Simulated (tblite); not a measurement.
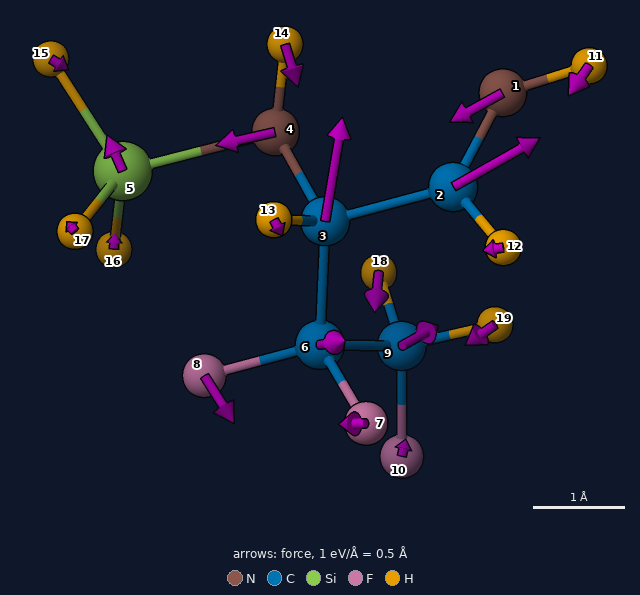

Starting geometry of C4H9F3N2Si with the computed forces as purple arrows. The picture is a ball-and-stick view, seen at a tilt.

The calculation used GFN2-xTB geometry optimisation, gas phase in tblite. 

### What follows when this structure is relaxed?

It isn't relaxed: the largest force vector, on C3, is 2.42 eV/Å. The final displacements have little in common with the starting forces (cosine between the two patterns 0.27). H14 moves most after the best rigid fit: 0.84 Å. Largest moves by element: H 0.84 Å, F 0.57 Å, N 0.30 Å, C 0.27 Å, Si 0.22 Å. Near-neighbour distances that change, for instance: Si5–F8 2.473 → 3.208 Å, N4–Si5 1.776 → 1.722 Å, C3–C6 1.505 → 1.557 Å, C9–H18 1.130 → 1.093 Å. Bond angles that change, for instance: C3–N4–Si5 107.8° → 125.3°, Si5–N4–H14 112.5° → 122.3°, C2–N1–H11 124.6° → 116.0°. The energy falls by 18.9 kcal/mol in 111 geometry steps.
